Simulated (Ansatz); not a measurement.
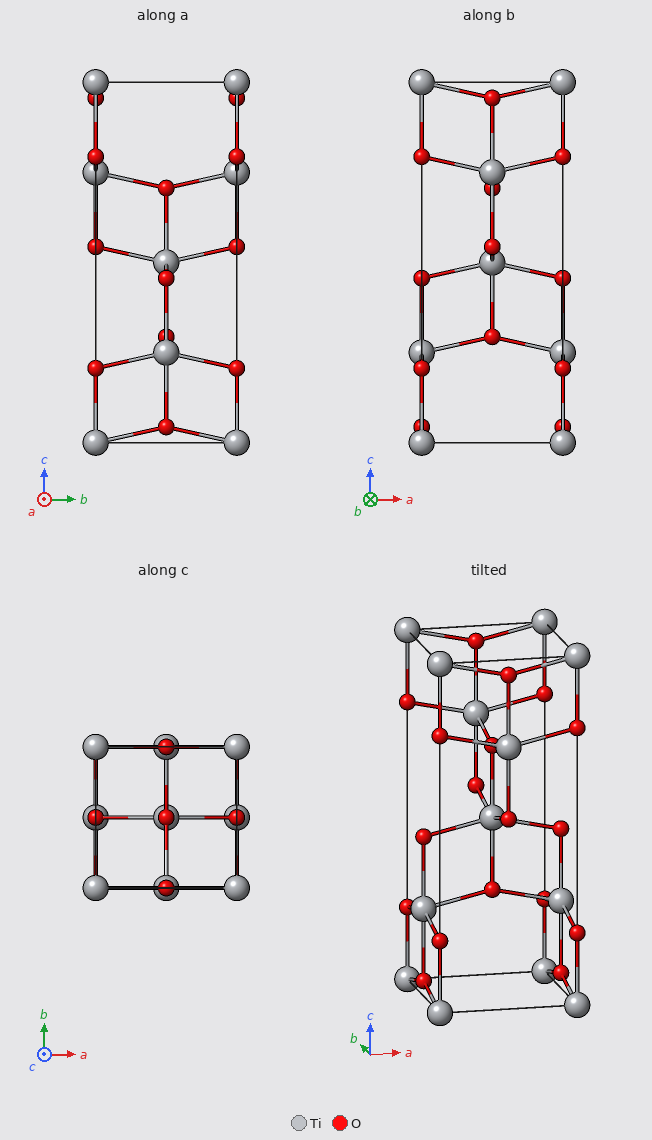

The figure gives a ball-and-stick picture of the atoms, viewed along the a axis, along the b axis, along the c axis and slightly off an axis. One conventional unit cell is framed, with atoms on its boundary repeated.

Lattice parameters: a = 3.7987 Å, b = 3.7987 Å, c = 9.7020 Å, α = 90.000°, β = 90.000°, γ = 90.000°.

**Write down what is shown as a CIF with its space group and independent sites, with free fractional coordinates to two decimals.**

```cif
data_structure
_symmetry_space_group_name_H-M 'I 41/a m d :1'
_symmetry_Int_Tables_number 141
_cell_length_a 3.7987
_cell_length_b 3.7987
_cell_length_c 9.7020
_cell_angle_alpha 90.000
_cell_angle_beta 90.000
_cell_angle_gamma 90.000
_cell_volume 140.00
loop_
_atom_site_label
_atom_site_type_symbol
_atom_site_symmetry_multiplicity
_atom_site_Wyckoff_symbol
_atom_site_fract_x
_atom_site_fract_y
_atom_site_fract_z
_atom_site_occupancy
Ti1 Ti 4 a 0.00 0.50 0.25 1
O1 O 8 e 0.00 0.50 0.04 1
```

The model was built from a structure type filled with these elements by a generator (whether the compound takes this form wasn't checked). The final geometry of a relaxation with DFT, PBE, plane waves, PAW in Ansatz is shown.
